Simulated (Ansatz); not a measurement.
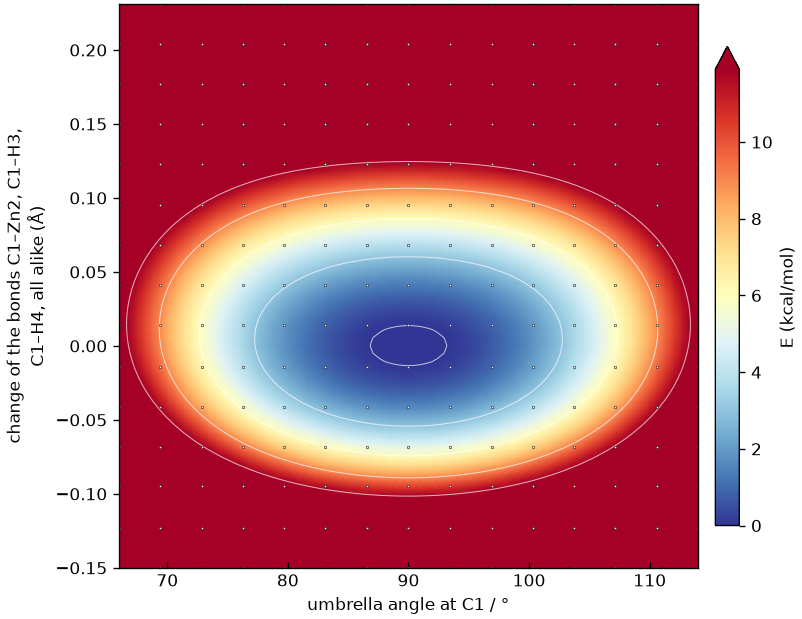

CH3Zn, SMILES [CH2][ZnH], spin multiplicity 2. Coordinates scanned: (1) umbrella angle at C1 (between each of its bonds and their common axis; 90 is planar); (2) change of the bonds C1–Zn2, C1–H3, C1–H4, all alike. Nothing is relaxed (all other coordinates rigid). The scan uses a 15 × 15 grid; 120 points were computed and 105 follow by symmetry. Points are written as (first, second). Energies: kcal/mol, counted from the lowest grid point. Method: UKS PBE0-D4/def2-TZVP in Ansatz 0.2.0.

In the figure: a smooth colour map with a few white contour lines, dots at the grid points, one colour for all values above the top of the scale. Between grid points the surface is interpolated.

Question: Estimate the position of the minimum and the force constants in these coordinates.

Answer: The interpolated minimum is at the first coordinate ≈ 90.0°, the second coordinate ≈ 0.000 Å. The curvatures there are about 5.2 eV/rad² and 85 eV/Å², with a cross term of about 0 eV/(rad·Å). Round the minimum the two coordinates are nearly uncoupled. (1 eV is 23.1 kcal/mol.)
